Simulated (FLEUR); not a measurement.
Band structure of In (I4/mmm, 1 atom in the cell).

```
CELL_PARAMETERS angstrom
     -1.62500     1.62500     2.47500
      1.62500    -1.62500     2.47500
      1.62500     1.62500    -2.47500
ATOMIC_POSITIONS crystal
  In 0.00000 0.00000 0.00000
```

Method of the run: PBE, all-electron FLAPW (FLEUR), scalar-relativistic valence.

Settings: Kmax = 3.8 1/bohr; GmaxXC = 13.3 1/bohr; xcFunctional = pbe; jspins = 1; l_soc = F; mode = hist; fermiSmearingEnergy = 0.00367493 Htr; mesh (inpgen div1-3) = 15 15 15; inpgen gamma flag = false; Gmax = 13.3 1/bohr; numbands = 0; maxIterBroyd = 99; imix = Anderson; alpha = 0.05.

The starting cell has typed, rounded lattice constants, without a prior relaxation at this level. Values depend on the basis (sphere radii, cutoffs, local orbitals), which need not be converged.

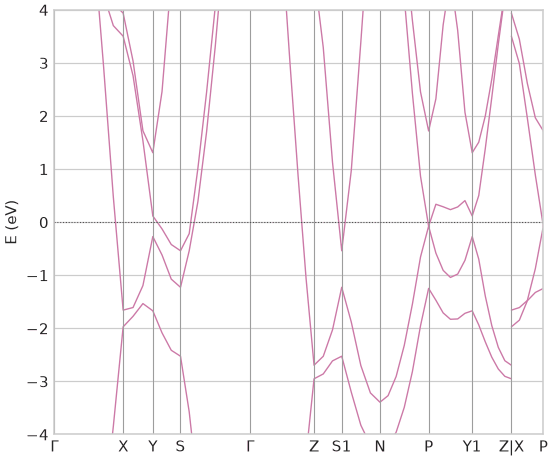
Figure: Bands along the path, energies from the Fermi level.

Levels in eV from the Fermi level, bands 4 to 10:
| point | 4 | 5 | 6 | 7 | 8 | 9 | 10 |
|---|---|---|---|---|---|---|---|
| Γ | -14.53 | -14.42 | -9.57 | 10.54 | 10.54 | 10.72 | 11.55 |
| X | -14.32 | -14.23 | -1.97 | -1.66 | 3.51 | 3.94 | 7.02 |
| Y | -14.42 | -14.31 | -1.67 | -0.27 | 0.12 | 1.31 | 12.99 |
| S | -14.42 | -14.34 | -2.53 | -1.23 | -0.54 | 6.15 | 8.95 |
| Z | -14.29 | -14.29 | -2.95 | -2.70 | 4.73 | 4.73 | 8.18 |
| S1 | -14.42 | -14.34 | -2.53 | -1.23 | -0.54 | 6.15 | 8.95 |
| N | -14.34 | -14.30 | -4.32 | -3.39 | 7.51 | 9.16 | 11.09 |
| P | -14.42 | -14.23 | -1.25 | -0.08 | -0.08 | 1.72 | 12.43 |
| Y1 | -14.42 | -14.31 | -1.67 | -0.27 | 0.12 | 1.31 | 12.99 |
